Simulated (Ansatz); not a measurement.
# BHLYP/def2-SVP (core potential) run of AlSnSiH7 (SMILES [SiH3][AlH][SnH3])

Aim: the vertical singlet–triplet gap of AlSnSiH7 at BHLYP/def2-SVP (core potential), from 2 runs. 

The calculation is run with Ansatz 0.2.0.

44 further runs of the same task are left out: 44 set aside as unsound or not needed.

## (1) Starting point

AlSnSiH7: 10 atoms, total charge 0, spin state singlet. SMILES: `[SiH3][AlH][SnH3]`. The coordinates come from a PBE0-D4/def2-TZVP relaxation.

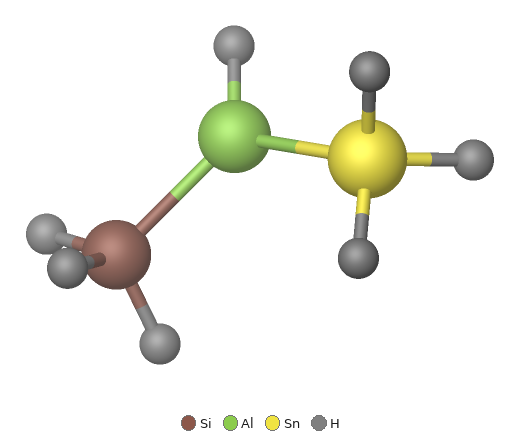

Viewed from a chosen angle; silicon brown, aluminium green, tin yellow, hydrogen grey.

## (2) A single-point energy at BHLYP/def2-SVP (core potential)

Input file run.yaml:

```yaml
crystal:
  periodic: [false, false, false]
  atoms:
    - {symbol: Si, position_ang: [-1.727600, 1.016900, -0.987400]}
    - {symbol: Al, position_ang: [0.630900, 0.366100, -0.771800]}
    - {symbol: Sn, position_ang: [1.403800, -1.143700, 1.279600]}
    - {symbol: H, position_ang: [-2.584500, -0.202700, -1.056000]}
    - {symbol: H, position_ang: [-2.025800, 1.852500, -2.183800]}
    - {symbol: H, position_ang: [-2.154500, 1.780100, 0.221500]}
    - {symbol: H, position_ang: [1.723200, 0.824500, -1.833100]}
    - {symbol: H, position_ang: [2.608000, -0.374300, 2.224600]}
    - {symbol: H, position_ang: [0.128400, -1.541500, 2.349800]}
    - {symbol: H, position_ang: [2.081400, -2.629000, 0.759800]}
basis:
  gaussian:
    orbitals: def2-SVP
hamiltonian:
  xc: {name: BHLYP}
accuracy: high
output:
  orbitals: {seedname: orbitals}
```

Launch:

```bash
$ ansatz run run.yaml --threads 1 --pin off --max-ram 3480MiB --events-out events.jsonl --progress --plain --runs-dir runs
```

The program printed:

```text
Warning: RAYON_NUM_THREADS=1 ignored (pool sized by the plan → 1); use --threads N
Functional definition: BHLYP
  name "BHLYP"
  parameter a = 0.5
  exchange = (1 - a)*b88_x + a*exact_x
  correlation = lyp_c
2236 factors; integrals over basis functions are off by at most 3.6e-8 eV
mean field evaluation 1: about -20411.6344 eV, gradient 1.1e1 eV
mean field evaluation 2: about -20412.0658 eV, gradient 4.2e0 eV
mean field evaluation 4: about -20412.1392 eV, gradient 9.1e-1 eV
mean field evaluation 8: about -20412.3398 eV, gradient 8.1e-2 eV
mean field evaluation 16: about -20412.3398 eV, gradient 4.8e-6 eV
mean field -20412.33980342 eV, -750.1396517947 hartree, gradient 6.0e-8 eV, S^2 0.000000; 0 other end points of the search recorded, 0 dependent functions left out
reference -20412.33983956 eV, -750.1396531229 hartree; 28, 28 occupied and 69, 69 virtual orbitals, 2236 factors
Total energy: -20412.33983956 eV, -750.1396531229 hartree
```

Run time: 12 s. Hardware: 1 thread of Intel Xeon Platinum 8259CL at 2.50GHz (Skylake/Cascade Lake), shared host; peak memory 0.39 GiB.

## (3) The triplet at the same level

Input file molecule.yaml:

```yaml
crystal:
  periodic: [false, false, false]
  atoms:
    - {symbol: Si, position_ang: [-1.727600, 1.016900, -0.987400]}
    - {symbol: Al, position_ang: [0.630900, 0.366100, -0.771800]}
    - {symbol: Sn, position_ang: [1.403800, -1.143700, 1.279600]}
    - {symbol: H, position_ang: [-2.584500, -0.202700, -1.056000]}
    - {symbol: H, position_ang: [-2.025800, 1.852500, -2.183800]}
    - {symbol: H, position_ang: [-2.154500, 1.780100, 0.221500]}
    - {symbol: H, position_ang: [1.723200, 0.824500, -1.833100]}
    - {symbol: H, position_ang: [2.608000, -0.374300, 2.224600]}
    - {symbol: H, position_ang: [0.128400, -1.541500, 2.349800]}
    - {symbol: H, position_ang: [2.081400, -2.629000, 0.759800]}
basis:
  gaussian: {orbitals: def2-SVP}
magnetization: {spin_polarized: true, initial_magnetization: 2}
hamiltonian: {xc: {name: BHLYP}}
accuracy: high
output: {orbitals: {seedname: orbitals}}
```

Launch:

```bash
$ ansatz run molecule.yaml --threads 1 --pin off --max-ram 3480MiB --events-out events.jsonl --progress --plain --runs-dir runs
```

The program printed:

```text
Warning: RAYON_NUM_THREADS=1 ignored (pool sized by the plan → 1); use --threads N
Functional definition: BHLYP
  name "BHLYP"
  parameter a = 0.5
  exchange = (1 - a)*b88_x + a*exact_x
  correlation = lyp_c
2235 factors; integrals over basis functions are off by at most 3.6e-8 eV
mean field evaluation 1: about -20408.4418 eV, gradient 7.9e0 eV
mean field evaluation 2: about -20408.9085 eV, gradient 4.1e0 eV
mean field evaluation 4: about -20409.0506 eV, gradient 3.8e-1 eV
mean field evaluation 8: about -20409.1038 eV, gradient 1.8e-2 eV
mean field evaluation 16: about -20409.1038 eV, gradient 5.6e-4 eV
mean field evaluation 32: about -20409.1038 eV, gradient 6.7e-8 eV
mean field -20409.10382709 eV, -750.0207318583 hartree, gradient 6.7e-8 eV, S^2 2.010329; 2 other end points of the search recorded, 0 dependent functions left out
reference -20409.10386275 eV, -750.0207331687 hartree; 29, 27 occupied and 68, 70 virtual orbitals, 2235 factors
Total energy: -20409.10386275 eV, -750.0207331687 hartree
```

Run time: 28 s. Hardware: 1 thread of Intel Xeon Platinum 8259CL at 2.50GHz (Skylake/Cascade Lake), shared host; peak memory 0.56 GiB.

## (4) Outcome

At BHLYP/def2-SVP (core potential):

```
                                        quantity          value
                           singlet: total energy  -750.13965 Eh
                            singlet: HOMO energy       -8.02 eV
                            singlet: LUMO energy       -1.69 eV
                          singlet: HOMO–LUMO gap        6.33 eV
                           triplet: total energy  -750.02073 Eh
     triplet: HOMO energy (highest over α and β)       -4.78 eV
                                   triplet: ⟨S²⟩          2.010
vertical energy of the triplet above the singlet       3.236 eV
```

At this shape the triplet lies 3.24 eV (75 kcal/mol) above the singlet.
